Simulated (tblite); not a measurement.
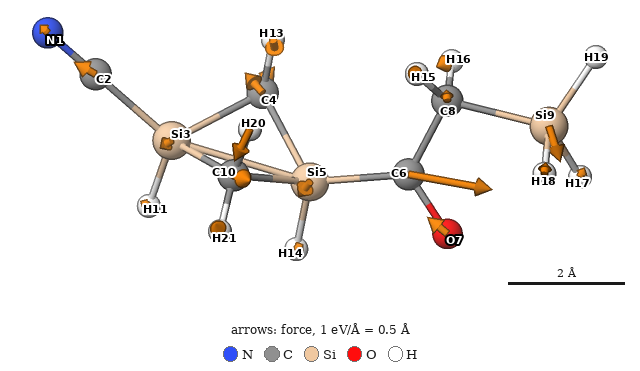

Starting geometry of C5H11NOSi3 with the computed forces as orange arrows. A ball-and-stick model, seen at a tilt.

Level of theory: GFN2-xTB geometry optimisation, gas phase (tblite 0.8.0). 

**What follows when this structure is relaxed?**

It isn't relaxed: the largest force vector, on a C atom, is 3.07 eV/Å. The final displacements have little in common with the starting forces (cosine between the two patterns 0.02). After 213 geometry steps the energy has fallen by 96.8 kJ/mol. The largest move after the best rigid fit is that of the N atom, 3.50 Å. By element the largest moves are N 3.50 Å, C 2.33 Å, H 1.98 Å, Si 0.81 Å, O 0.51 Å. Some distances before and after: Si–Si 2.497 → 2.760 Å, C–Si 1.811 → 1.917 Å, O–Si 2.711 → 2.788 Å, C–Si 1.810 → 1.868 Å. Bond angles that change, for instance: H–C–H 117.8° → 106.5°, C–Si–H 109.4° → 120.0°, C–Si–H 116.3° → 107.0°. Groups turn about C–Si by about 55°, C–Si by about 50°, C–Si by about 50°. The run took 2.8 s on 1 thread of Arm Neoverse V1, with other jobs on the host.
